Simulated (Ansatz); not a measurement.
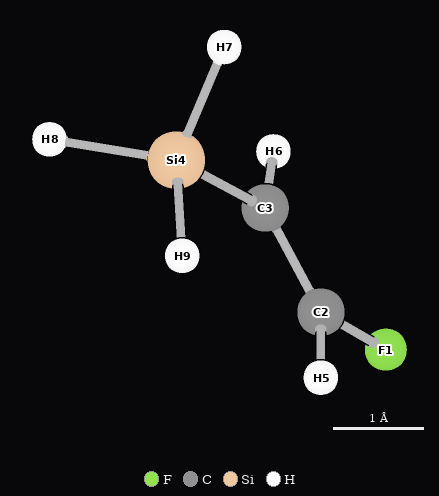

Fig. 1: The starting structure (ball-and-stick view, seen at a tilt; atoms are numbered from 1 in the order of the input). Bond lengths as drawn: C–C 1.32 Å, C–F 1.34 Å, C–H 1.09 Å, C–Si 1.85 Å and H–Si 1.49 Å.

Molecular dynamics of C2H5FSi (part 1 of 2)

The run: molecular dynamics of C2H5FSi. Method and program: RKS BLYP/6-31G* (Ansatz 0.2.0).

The geometry comes from this level: PBE0-D4/def2-TZVP. Figures and captions count atoms from 1; the log counts them from 0 in places.

### Input file
```yaml
crystal:
  periodic: [false, false, false]
  atoms:
    - {symbol: F, position_ang: [-1.259910, 2.360947, 0.506445]}
    - {symbol: C, position_ang: [-0.578298, 1.355015, -0.047994]}
    - {symbol: C, position_ang: [-0.336667, 0.219878, 0.584949]}
    - {symbol: Si, position_ang: [0.614064, -1.145010, -0.228863]}
    - {symbol: H, position_ang: [-0.264164, 1.599597, -1.058088]}
    - {symbol: H, position_ang: [-0.716107, 0.118066, 1.598614]}
    - {symbol: H, position_ang: [1.843722, -1.465586, 0.542810]}
    - {symbol: H, position_ang: [-0.206653, -2.381573, -0.316290]}
    - {symbol: H, position_ang: [0.992513, -0.707635, -1.598485]}
basis:
  gaussian: {orbitals: "6-31G*"}
hamiltonian: {xc: {name: BLYP}}
md: {timestep: 0.5 fs, n_steps: 30, ensemble: nvt_nose_hoover, temperature: 1000, initial_velocities: maxwell_boltzmann, seed: 568}
```

Machine: 2 threads of Arm Neoverse V1, 23 GiB of memory available, shared host.

Command:
```bash
ansatz run in.yaml --threads 2 --pin off --events-out ev --progress --plain --max-ram 4352MiB
```

### The program's output
```
Functional definition: BLYP
  name "BLYP"
  cite "Becke, Phys. Rev. A 38, 3098 (1988) doi:10.1103/PhysRevA.38.3098"
  cite "Lee, Yang & Parr, Phys. Rev. B 37, 785 (1988) doi:10.1103/PhysRevB.37.785"
  parameter beta = 0.0042
  parameter a = 0.04918
  parameter b = 0.132
  parameter c = 0.2533
  parameter d = 0.349
  exchange = b88_x(beta = beta)
  correlation = lyp_c(a = a, b = b, c = c, d = d)
884 factors; their error is unknown
mean field evaluation 1: about -12740.8946 eV, gradient 4.9e1 eV
mean field evaluation 2: about -12731.5155 eV, gradient 7.1e1 eV
mean field evaluation 4: about -12746.7787 eV, gradient 6.1e0 eV
mean field evaluation 8: about -12746.8714 eV, gradient 7.7e-2 eV
mean field evaluation 16: about -12746.7946 eV, gradient 9.1e-5 eV
mean field -12746.79458781 eV, -468.4360610143 hartree, gradient 8.7e-6 eV, S^2 0.000000; 0 other end points of the search recorded, 0 dependent functions left out
the calculation of the forces begins
reference -12746.79487032 eV, -468.4360713965 hartree; 20, 20 occupied and 54, 54 virtual orbitals, 884 factors
md step     0: t =     0.00 fs  T =  1000.0 K  F+E_penalty+E_count = -12746.79458781 eV  E_kin = 0.904820 eV  conserved = -12745.88976782 eV  (26 SCF iters)
these checks for a lower state are left out or cut short: starts, cluster_reference, orbital_swaps, neighbouring_geometries, increment
884 factors; their error is unknown
mean field -12746.78178996 eV, -468.4355907019 hartree, gradient 2.2e-5 eV, S^2 0.000000; 0 other end points of the search recorded, 0 dependent functions left out
the calculation of the forces begins
reference -12746.78207215 eV, -468.4356010722 hartree; 20, 20 occupied and 54, 54 virtual orbitals, 884 factors
md step     1: t =     0.50 fs  T =   986.1 K  F+E_penalty+E_count = -12746.78178996 eV  E_kin = 0.892226 eV  conserved = -12745.88956390 eV  (31 SCF iters)
[... from here on the SCF iterations and repeated set-up lines of each step are left out, up to the last step ...]
md step     2: t =     1.00 fs  T =   941.7 K  F+E_penalty+E_count = -12746.74113896 eV  E_kin = 0.852094 eV  conserved = -12745.88904620 eV  (31 SCF iters)
md step     3: t =     1.50 fs  T =   875.4 K  F+E_penalty+E_count = -12746.68050342 eV  E_kin = 0.792118 eV  conserved = -12745.88838926 eV  (31 SCF iters)
md step     4: t =     2.00 fs  T =   798.1 K  F+E_penalty+E_count = -12746.60993847 eV  E_kin = 0.722150 eV  conserved = -12745.88780082 eV  (31 SCF iters)
md step     5: t =     2.50 fs  T =   719.6 K  F+E_penalty+E_count = -12746.53851438 eV  E_kin = 0.651110 eV  conserved = -12745.88742975 eV  (31 SCF iters)
md step     6: t =     3.00 fs  T =   646.3 K  F+E_penalty+E_count = -12746.47204588 eV  E_kin = 0.584797 eV  conserved = -12745.88729610 eV  (31 SCF iters)
md step     7: t =     3.50 fs  T =   580.8 K  F+E_penalty+E_count = -12746.41274131 eV  E_kin = 0.525515 eV  conserved = -12745.88730203 eV  (31 SCF iters)
md step     8: t =     4.00 fs  T =   523.2 K  F+E_penalty+E_count = -12746.36059961 eV  E_kin = 0.473393 eV  conserved = -12745.88731818 eV  (31 SCF iters)
md step     9: t =     4.50 fs  T =   473.3 K  F+E_penalty+E_count = -12746.31534152 eV  E_kin = 0.428232 eV  conserved = -12745.88726529 eV  (32 SCF iters)
md step    10: t =     5.00 fs  T =   431.8 K  F+E_penalty+E_count = -12746.27765733 eV  E_kin = 0.390724 eV  conserved = -12745.88713908 eV  (31 SCF iters)
md step    11: t =     5.50 fs  T =   400.7 K  F+E_penalty+E_count = -12746.24933040 eV  E_kin = 0.362603 eV  conserved = -12745.88699001 eV  (32 SCF iters)
md step    12: t =     6.00 fs  T =   382.4 K  F+E_penalty+E_count = -12746.23252372 eV  E_kin = 0.345967 eV  conserved = -12745.88688340 eV  (31 SCF iters)
md step    13: t =     6.50 fs  T =   378.3 K  F+E_penalty+E_count = -12746.22879341 eV  E_kin = 0.342320 eV  conserved = -12745.88687359 eV  (31 SCF iters)
md step    14: t =     7.00 fs  T =   388.7 K  F+E_penalty+E_count = -12746.23824881 eV  E_kin = 0.351743 eV  conserved = -12745.88699019 eV  (31 SCF iters)
md step    15: t =     7.50 fs  T =   411.6 K  F+E_penalty+E_count = -12746.25906688 eV  E_kin = 0.372410 eV  conserved = -12745.88724069 eV  (31 SCF iters)
md step    16: t =     8.00 fs  T =   442.6 K  F+E_penalty+E_count = -12746.28738806 eV  E_kin = 0.400480 eV  conserved = -12745.88760890 eV  (28 SCF iters)
md step    17: t =     8.50 fs  T =   475.6 K  F+E_penalty+E_count = -12746.31759263 eV  E_kin = 0.430375 eV  conserved = -12745.88805630 eV  (31 SCF iters)
md step    18: t =     9.00 fs  T =   503.3 K  F+E_penalty+E_count = -12746.34295229 eV  E_kin = 0.455432 eV  conserved = -12745.88851810 eV  (31 SCF iters)
md step    19: t =     9.50 fs  T =   518.3 K  F+E_penalty+E_count = -12746.35669105 eV  E_kin = 0.468964 eV  conserved = -12745.88890132 eV  (31 SCF iters)
md step    20: t =    10.00 fs  T =   514.7 K  F+E_penalty+E_count = -12746.35346655 eV  E_kin = 0.465741 eV  conserved = -12745.88909030 eV  (31 SCF iters)
md step    21: t =    10.50 fs  T =   490.4 K  F+E_penalty+E_count = -12746.33116260 eV  E_kin = 0.443755 eV  conserved = -12745.88896870 eV  (31 SCF iters)
md step    22: t =    11.00 fs  T =   448.6 K  F+E_penalty+E_count = -12746.29261414 eV  E_kin = 0.405903 eV  conserved = -12745.88846638 eV  (31 SCF iters)
md step    23: t =    11.50 fs  T =   398.8 K  F+E_penalty+E_count = -12746.24650902 eV  E_kin = 0.360818 eV  conserved = -12745.88763243 eV  (31 SCF iters)
md step    24: t =    12.00 fs  T =   355.7 K  F+E_penalty+E_count = -12746.20643870 eV  E_kin = 0.321874 eV  conserved = -12745.88668205 eV  (31 SCF iters)
md step    25: t =    12.50 fs  T =   335.7 K  F+E_penalty+E_count = -12746.18746119 eV  E_kin = 0.303789 eV  conserved = -12745.88596051 eV  (31 SCF iters)
md step    26: t =    13.00 fs  T =   350.9 K  F+E_penalty+E_count = -12746.20081675 eV  E_kin = 0.317493 eV  conserved = -12745.88579336 eV  (31 SCF iters)
md step    27: t =    13.50 fs  T =   403.9 K  F+E_penalty+E_count = -12746.24906102 eV  E_kin = 0.365448 eV  conserved = -12745.88629259 eV  (31 SCF iters)
md step    28: t =    14.00 fs  T =   486.4 K  F+E_penalty+E_count = -12746.32440272 eV  E_kin = 0.440065 eV  conserved = -12745.88727709 eV  (31 SCF iters)
md step    29: t =    14.50 fs  T =   581.7 K  F+E_penalty+E_count = -12746.41141474 eV  E_kin = 0.526305 eV  conserved = -12745.88837290 eV  (30 SCF iters)
these checks for a lower state are left out or cut short: starts, cluster_reference, orbital_swaps, neighbouring_geometries, increment
884 factors; their error is unknown
mean field -12746.49263975 eV, -468.4249646279 hartree, gradient 2.5e-5 eV, S^2 0.000000; 0 other end points of the search recorded, 0 dependent functions left out
the calculation of the forces begins
reference -12746.49292049 eV, -468.4249749448 hartree; 20, 20 occupied and 54, 54 virtual orbitals, 884 factors
884 factors; their error is unknown
mean field evaluation 256: about -12746.5659 eV, gradient 5.4e-1 eV
mean field -12746.49263975 eV, -468.4249646279 hartree, gradient 2.7e-5 eV, S^2 0.000000; 1 other end points of the search recorded, 0 dependent functions left out
the calculation of the forces begins
reference -12746.49292049 eV, -468.4249749448 hartree; 20, 20 occupied and 54, 54 virtual orbitals, 884 factors
md step    30: t =    15.00 fs  T =   670.9 K  F+E_penalty+E_count = -12746.49263975 eV  E_kin = 0.607074 eV  conserved = -12745.88922132 eV  (28 SCF iters)
```

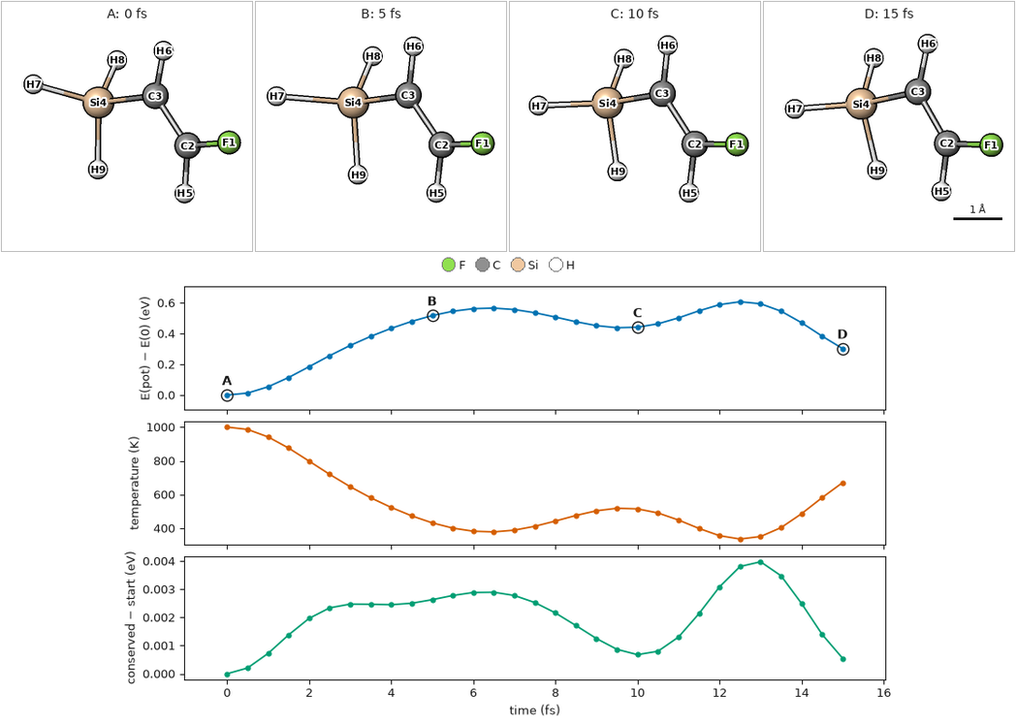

Fig. 2: Frames of the molecular dynamics (ball-and-stick, seen at a tilt) above the curves, on which the letters mark them. The trajectory kept here has 31 frames over 15 fs. The temperature starts at 1000 K, ranges from 336 to 1000 K and averages 462 K over the second half. The potential energy ends 0.302 eV above its first value. The conserved quantity stays within 0.004 eV. After an unweighted best fit of the last frame on the first, the root-mean-square displacement is 0.21 Å.

```
Total energy: -12746.49292049 eV, -468.4249749448 hartree
Atom 0 at    -1.243838     2.394446     0.465337 Å, force     0.342012    -0.950168    -0.123971 eV/Å
Atom 1 at    -0.537862     1.293993    -0.018042 Å, force    -0.851455     1.530770     0.624052 eV/Å
Atom 2 at    -0.393920     0.132713     0.618625 Å, force    -0.529338     0.266078     1.381147 eV/Å
Atom 3 at     0.612157    -1.108304    -0.218737 Å, force    -0.524178    -0.355525    -1.465286 eV/Å
Atom 4 at    -0.129928     1.554917    -0.981904 Å, force     0.252956    -0.012082    -0.449536 eV/Å
Atom 5 at    -0.871793    -0.082673     1.589587 Å, force     0.045935     0.435994    -0.184977 eV/Å
Atom 6 at     1.984527    -1.322633     0.094371 Å, force     1.348049    -0.246647     0.883105 eV/Å
Atom 7 at    -0.109582    -2.393266    -0.244164 Å, force    -0.091686    -0.439806    -0.068361 eV/Å
Atom 8 at     0.726694    -0.481815    -1.554843 Å, force     0.007705    -0.228615    -0.596173 eV/Å
Dipole moment:     0.061008    -0.096894     0.032079 e Å
```

### Trajectory as extended XYZ (Å, eV, eV/Å), 22 of the 31 frames kept, from step=0 to step=30
```
9
Properties=species:S:1:pos:R:3:forces:R:3 step=0 time_fs=0.0 energy=-12746.79459 temperature=1000.0
F    -1.2599    2.3609    0.5064   -0.5656   0.8798   0.4119
C    -0.5783    1.3550   -0.0480    0.1240   0.2879  -0.6026
C    -0.3367    0.2199    0.5849    0.2128  -0.8038   0.3486
Si    0.6141   -1.1450   -0.2289    0.0543  -0.1484   0.0284
H    -0.2642    1.5996   -1.0581    0.1073   0.0750  -0.3356
H    -0.7161    0.1181    1.5986   -0.1131  -0.0357   0.3081
H     1.8437   -1.4656    0.5428    0.1892  -0.0820   0.0659
H    -0.2067   -2.3816   -0.3163   -0.0729  -0.1991  -0.0438
H     0.9925   -0.7076   -1.5985    0.0640   0.0265  -0.1807
9
Properties=species:S:1:pos:R:3:forces:R:3 step=1 time_fs=0.5 energy=-12746.78179 temperature=986.1
F    -1.2581    2.3605    0.5039   -0.6380   0.9523   0.4881
C    -0.5787    1.3556   -0.0461    0.1145  -0.0823  -0.1648
C    -0.3362    0.2145    0.5823    0.0956  -0.5964   0.4458
Si    0.6119   -1.1423   -0.2269    0.4318  -0.4403  -0.0805
H    -0.2631    1.5928   -1.0430    0.2472   0.2047  -0.7945
H    -0.7141    0.0961    1.5950   -0.1346   0.0212   0.3032
H     1.8820   -1.4622    0.5320   -0.2223  -0.0023  -0.1258
H    -0.2185   -2.3912   -0.3123    0.1042   0.0158  -0.0315
H     0.9891   -0.6832   -1.6012    0.0016  -0.0727  -0.0401
9
Properties=species:S:1:pos:R:3:forces:R:3 step=3 time_fs=1.5 energy=-12746.68050 temperature=875.4
F    -1.2546    2.3601    0.4990   -0.7673   1.0794   0.6222
C    -0.5795    1.3568   -0.0422    0.1249  -0.7655   0.5568
C    -0.3353    0.2036    0.5772   -0.1830  -0.1616   0.7141
Si    0.6077   -1.1371   -0.2230    1.1052  -0.9426  -0.3914
H    -0.2590    1.5809   -1.0195    0.4814   0.4109  -1.5280
H    -0.7110    0.0524    1.5899   -0.1479   0.1458   0.2137
H     1.9560   -1.4553    0.5092   -0.9185   0.1157  -0.3929
H    -0.2410   -2.4099   -0.3044    0.4126   0.3879  -0.0136
H     0.9821   -0.6352   -1.6065   -0.1074  -0.2700   0.2190
9
Properties=species:S:1:pos:R:3:forces:R:3 step=4 time_fs=2.0 energy=-12746.60994 temperature=798.1
F    -1.2531    2.3601    0.4967   -0.8217   1.1299   0.6787
C    -0.5799    1.3572   -0.0402    0.1775  -1.0372   0.7248
C    -0.3349    0.1980    0.5748   -0.3361   0.0534   0.8769
Si    0.6057   -1.1347   -0.2211    1.3922  -1.1476  -0.5778
H    -0.2553    1.5764   -1.0129    0.5374   0.4618  -1.6910
H    -0.7099    0.0310    1.5882   -0.1436   0.2128   0.1406
H     1.9901   -1.4515    0.4965   -1.1914   0.1541  -0.4709
H    -0.2509   -2.4181   -0.3005    0.5372   0.5356  -0.0081
H     0.9782   -0.6120   -1.6086   -0.1515  -0.3627   0.3269
9
Properties=species:S:1:pos:R:3:forces:R:3 step=6 time_fs=3.0 energy=-12746.47205 temperature=646.3
F    -1.2502    2.3605    0.4923   -0.9042   1.1949   0.7678
C    -0.5805    1.3572   -0.0356    0.4230  -1.3856   0.5331
C    -0.3343    0.1870    0.5707   -0.6455   0.4599   1.2212
Si    0.6021   -1.1300   -0.2174    1.8697  -1.4683  -0.9690
H    -0.2441    1.5706   -1.0118    0.4705   0.4329  -1.4731
H    -0.7089   -0.0102    1.5856   -0.1265   0.3498  -0.0219
H     2.0492   -1.4428    0.4677   -1.5920   0.1966  -0.5381
H    -0.2667   -2.4303   -0.2928    0.7217   0.7458  -0.0039
H     0.9694   -0.5685   -1.6101   -0.2167  -0.5261   0.4838
9
Properties=species:S:1:pos:R:3:forces:R:3 step=7 time_fs=3.5 energy=-12746.41274 temperature=580.8
F    -1.2490    2.3609    0.4902   -0.9300   1.2063   0.7990
C    -0.5807    1.3569   -0.0332    0.6034  -1.4659   0.2141
C    -0.3342    0.1816    0.5690   -0.7921   0.6484   1.3850
Si    0.6005   -1.1278   -0.2157    2.0651  -1.5871  -1.1594
H    -0.2367    1.5693   -1.0167    0.3563   0.3640  -1.1321
H    -0.7088   -0.0295    1.5843   -0.1194   0.4162  -0.0951
H     2.0733   -1.4377    0.4513   -1.7275   0.2040  -0.5368
H    -0.2721   -2.4339   -0.2890    0.7820   0.8083  -0.0048
H     0.9643   -0.5486   -1.6092   -0.2378  -0.5941   0.5301
```
